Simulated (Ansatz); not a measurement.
# Be chain started as a strip of triangles: period, moment and channels by functional, part 4 of 4

Wanted: the relaxed geometry and the open channels of the Be chain started as a strip of triangles, by several methods.

Ansatz 0.2.0; DFT PBE, plane waves, PAW; relaxation of a chain's period (the session's first sound run).

So far. Step 11 (Relaxation of atoms and period, cutoff 1080 eV): The cell's length comes to 2.157 Å, -0.0 % against the first run, with no moment. That is +15 % against the start, more than a small adjustment. Step 12 (Relaxation of atoms and period): The cell's length comes to 2.158 Å, -0.0 % against the first run, with spin left out. That is +15 % against the start, more than a small adjustment.

### 14. Two-component spinors (continued)

Level of this step: DFT PBE, plane waves, fully relativistic PAW; channels of a perfect chain with spin-orbit coupling (Ansatz).

The open channels of the lead, both spins by energy, zero at the Fermi level:

```
energy (eV)  open channels of the lead, both spins
     -0.420                                      6
     -0.385                                      6
     -0.315                                      6
     -0.280                                      6
     -0.210                                      6
     -0.175                                      6
     -0.140                                      6
     -0.070                                      6
     -0.035                                      6
      0.000                                      6
      0.035                                      6
      0.070                                      6
      0.140                                      6
      0.175                                      6
      0.210                                      6
      0.280                                      2
      0.315                                      2
      0.385                                      4
      0.420                                      4
```

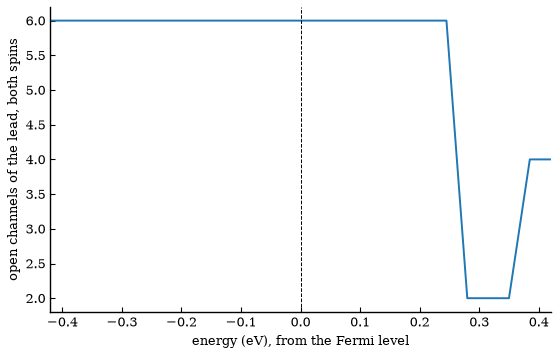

Open channels of the lead, both spins against energy.

The slowest values at each energy, most degenerate partners merged, listed up to 1.5 1/Å. Im kz of the slowest decaying states against energy, zero at the Fermi level:

```
energy (eV)  decay 1 (Å⁻¹)  decay 2 (Å⁻¹)  decay 3 (Å⁻¹)  decay 4 (Å⁻¹)
     -0.420          0.463          0.986           1.10           1.19
     -0.350          0.442          0.977           1.09           1.18
     -0.280          0.420          0.967           1.09           1.17
     -0.175          0.385          0.953           1.07           1.16
     -0.105          0.360          0.943           1.06           1.15
     -0.035          0.333          0.933           1.06           1.15
      0.000          0.318          0.928           1.05           1.14
      0.035          0.303          0.922           1.05           1.14
      0.105          0.270          0.912           1.04           1.13
      0.175          0.232          0.902           1.03           1.12
      0.280         0.0577          0.160          0.886           1.01
      0.350         0.0811          0.105          0.875           1.00
      0.420          0.136          0.865          0.995           1.09
```

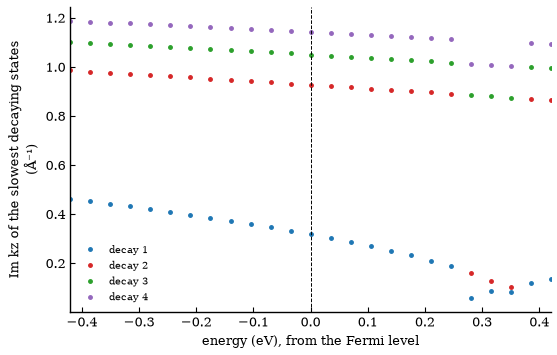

Im kz of the slowest decaying states against energy.

The electronic bands at the labelled points (eV, zero at the Fermi level):

```
point  band 1  band 2  band 3  band 4  band 5  band 6  band 7  band 8
    Γ   -5.71   -5.71   -1.70   -1.70   -0.47   -0.47    0.37    0.37
    Z   -0.85   -0.85   -0.85   -0.85    6.06    6.06    6.06    6.06
```

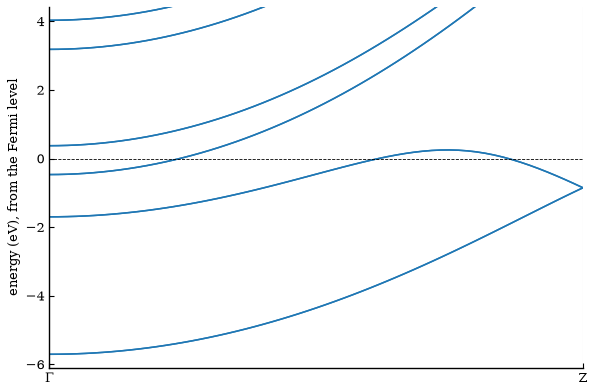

Electronic bands along the path.

At the computed energy nearest the Fermi level there are 6 spinor channels, and the thermal average gives 3.00 G₀.

### 15. A varied input

This step: DFT PBE, plane waves, PAW; channels and complex bands of a perfect chain; changed: output.transmission.temperature = 150.0, output.transmission.e_range = [-0.1, 0.1], output.transmission.de = 0.05 (Ansatz 0.2.0).

The atoms of the run on the perfect lead (PBE) are kept and the input is varied, to see whether the result depends on it. The ELF is not written this time.

Contents of input.yaml:

```yaml
crystal:
  lattice:
    - [9.0, 0.0, 0.0]
    - [0.0, 7.5, 0.0]
    - [0.0, 0.0, 2.1577247137]
  atoms:
    - { symbol: Be, position: [0.402366666, 0.5, 0.0] }
    - { symbol: Be, position: [0.597633334, 0.5, 0.5] }
kpoints:
  mp_grid: { grid: [1, 1, 38] }
  band_path: { path: ["Γ", Z], npoints: 60 }
scf:
  occupations: { method: fermi_dirac, width: 0.05 }
hamiltonian:
  xc: pbe
output:
  transmission:
    e_range: [-0.1, 0.1]
    de: 0.05
    kmesh: [1, 1]
    reduced_basis: true
    leads: [[0, 0]]
    temperature: 150.0
  dos: { projected: true, e_range: [-6, 4] }
  write_potential: true
  write_density: true
  volumetric_format: npy
```

Command:

```console
$ ansatz run input.yaml --threads 4 --pin off --max-ram 8192MiB --backend cpu --events-out ev --progress --plain --runs-dir out
```

Numbers of over 12 decimals in the logs are rounded to 6 here.

The log of the run:

```text
[...]
Crystal: 2 atoms, lattice volume = 145.646 Å³
Basis set: ecut = 420 eV, 2865 PW (Γ)
Bands: 6, of which v1, the nominal top of the filled ones, is band 2 counted from 1 (1 counted from 0)
Symmetry: 8 space group operations
[...]
k-points: 20 of 38
[...]
SCF iter   1: F=—  HF=-181.901133 eV  |F-HF|=—  |Δ(HF+E_count)|=         —  Δρ=1.70e-3  dr2=7.71e-3  ethr=1.77e-3  ⟨swp⟩=7.9  Hψ=1333  notcnv=0
[...]
SCF iter   6: F=-181.904941 eV  HF=-181.904941 eV  |F-HF|=1.88e-9  |Δ(HF+E_count)|=   2.00e-7  Δρ=6.27e-7  dr2=8.11e-10  ethr=9.80e-10  ⟨swp⟩=1.7  Hψ=482  notcnv=0
SCF 1 converged in 6 iterations: F = -181.904941 eV  dr2 = 8.11e-10
[...]
transmission: 3 of 18 steps passed
transmission: 6 of 18 steps passed
[...]
transmission: 18 of 18 steps passed
[...]
SCF converged after 6 iterations
Free energy (F): -181.904941 eV
[...]
Internal energy: -181.891805 eV  (E = F + TS)
E sigma→0 (E₀):  -181.898373 eV
Entropy (-TS):   -0.013136 eV (-6.568 meV/atom)
Fermi energy:    -3.089595 eV
[...]
--- Band table (eV; the first three rows and the last of 20) ---
[...]
--- Transmission ---
  basis      : 595 plane waves across, 3 finite elements along
  points     : 1, standing for a mesh of 1 x 1
[...]
crystal 0  : Be2, at the sites [0, 0], period 2.1577 Å: whole cells are its period
[...]
channels       : 3.000000e0 a spin
    conductance    : none, the energies end too early or step too widely for 150 K: set another output.transmission.e_range or a lower de, or, where they end at an eighth of basis.ecutwfc, a higher one
```

The job ended after 2.3 s (4 threads of Intel Xeon 6975P-C (Granite Rapids), shared host; peak memory 0.46 GiB; 6.2 s of CPU time).

This step gave:

| Quantity | Value |
| --- | --- |
| energy at zero smearing | -181.8984 eV |

The open channels of the lead, one spin stays at 3 for energy from -0.1 to 0.1 eV.

It took 2.3 s against 9.4 s for the run it varies; the program gives no conductance for this window, step and temperature, so that result is lost.

The channels at the energy nearest the Fermi level, one spin stays within 0.2 % plus 0.001 of the run it varies.

### 16. Summary of results

```json
{
 "cell length, PBE": "2.158 Å",
 "cell length, LDA": "2.135 Å",
 "cell length, RPBE": "2.174 Å",
 "cell length, PBEsol": "2.156 Å",
 "cell length, PBE, JTH files": "2.157 Å",
 "cell length, PBE, no spin": "2.158 Å",
 "conductance, PBE": "3.00 G₀",
 "conductance, LDA": "3.00 G₀",
 "conductance, RPBE": "3.00 G₀",
 "conductance, PBEsol": "3.00 G₀",
 "conductance, with spin-orbit coupling": "3.00 G₀"
}
```

What this shows: Under PBE the cell's length is 2.16 Å, no moment survives, and it is a metal with 3 channels a spin next to the Fermi level, 3.00 G₀ at 300 K. The cell's length spans 1.8 % over the functionals, shortest under LDA and longest under RPBE. A perfect wire passes every open channel, so the conductance counts half a G₀ for each forward-moving state at the Fermi level, spin by spin. At the relaxed period it forms two rows 1.76 Å apart, with 2.06 Å between atoms of unlike rows and 2.16 Å along a row: a strip of triangles. Transport is coherent and elastic here: the atoms are frozen, so scattering by vibrations plays no part.

[Logs are printed without paths, hosts, clocks, repeated set-up lines and the standing remarks that a program may print on its own settings, such as how far it seeks lower states.]

[Hosts, paths, dates, database ids (printed as entryN), source tags and the programs' standing remarks are cut or masked in the printed files.]
